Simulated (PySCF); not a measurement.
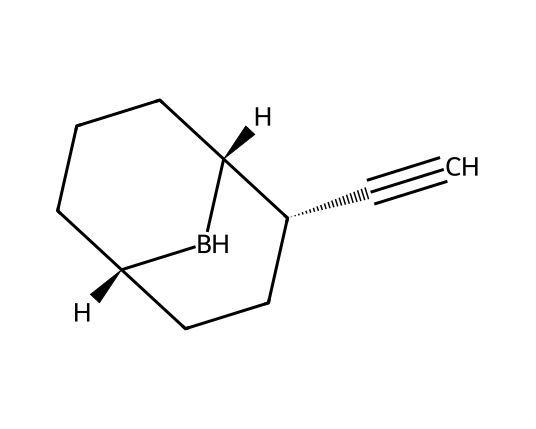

Structural formula above. Computed geometry: PBE0-D3(BJ)/def2-SVP optimisation. No frequency run is at hand to confirm it as a minimum.

Describe the 3D structure.

The molecule is C₁₀H₁₅B. As SMILES it reads `C#C[C@@H]1CC[C@H]2B[C@@H]1CCC2`. Independent rings (smallest set): 2 of 6 members. Among its groups: alkyne, B–H bond. The point group is C1. Coordination: 2 C linear; 8 C tetrahedral; 1 B trigonal planar.

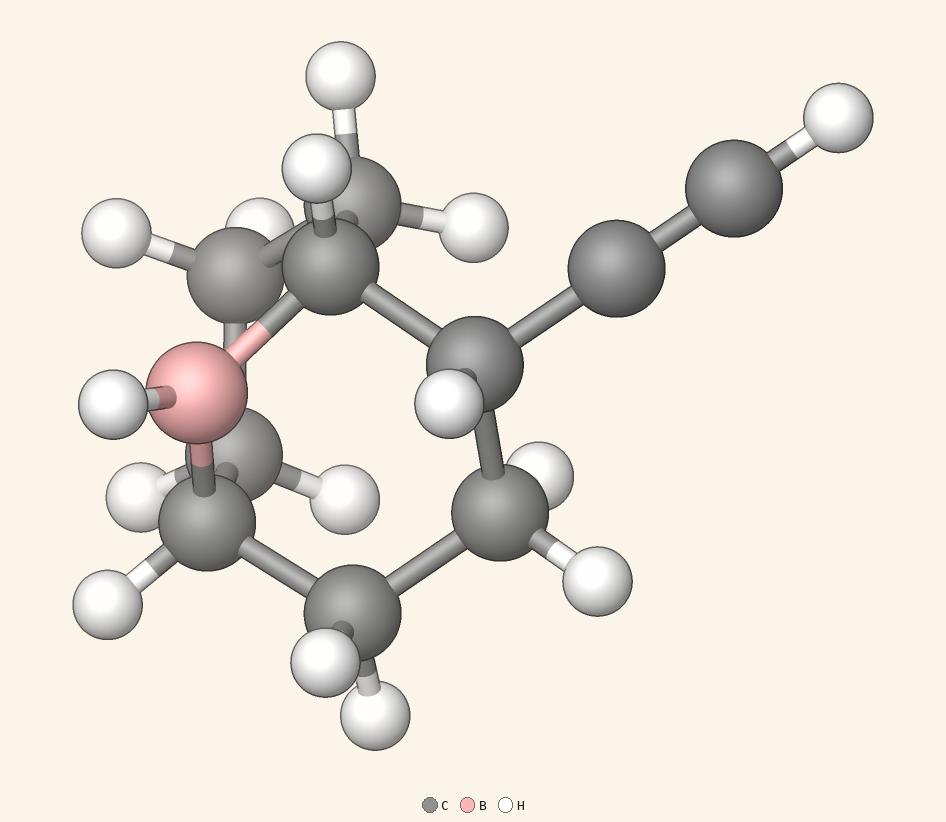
